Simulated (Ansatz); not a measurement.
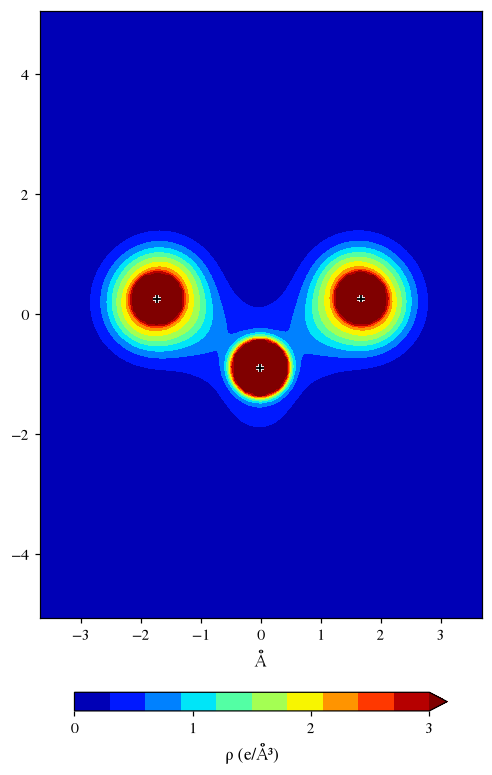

The electron density on a plane through atoms (crosses mark nuclei in the plane).

Level of theory: Ansatz 0.2.0, RKS PBE-D4/def2-SVP.

Candidates:
A. Ge2H7PS
B. Cl2FHSi···H2···H2O

Which candidate gave the map?

Candidate B: Cl2FHSi···H2···H2O on the plane of atoms Cl3, Si1 and Cl4, which holds Si and Cl. Si–Cl (2.04 Å): the density is about 0.89 e/Å³ at the midpoint.
